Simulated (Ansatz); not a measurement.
The figure comes from a scan of IrO2 (rutile): volume and axial ratio are varied about the relaxed values (subscript 0). Method: PBE (plane waves to 420 eV, PAW, scalar-relativistic; Ansatz, a first-principles code). k mesh 10×10×15 (Γ-centred), Fermi-Dirac smearing 0.05 eV. Energies are smeared free energies. As the atoms are clamped, bonds stretch with the cell, which overstates energies and stresses. With partly filled bands, the response to shear is sensitive to the k mesh, so small differences along c/a are uncertain. IrO2 is run without spin polarisation and with no Hubbard U. IrO2 was relaxed with its symmetry unable to fall. Spin-orbit coupling is left out, though Ir is heavy. ΔE is measured from the relaxed starting cell.

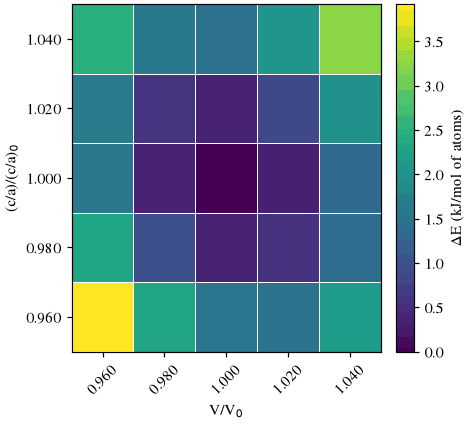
*ΔE (kJ/mol of atoms), one tile a computed point.*

### Question
List the plotted points as numbers.

### Answer
To the nearest 0.5:

ΔE (kJ/mol of atoms), with V/V₀ across and (c/a)/(c/a)₀ down:

```csv
(c/a)/(c/a)₀ \ V/V₀,0.960,0.980,1.000,1.020,1.040
0.960,4.0,2.5,1.5,1.5,2.0
0.980,2.5,1.0,0.5,0.5,1.5
1.000,1.5,0.5,0.0,0.5,1.5
1.020,1.5,0.5,0.5,1.0,2.0
1.040,2.5,1.5,1.5,2.0,3.0
```

(Under strain, the slope of the energy per volume gives the stress and its curvature an elastic modulus.)
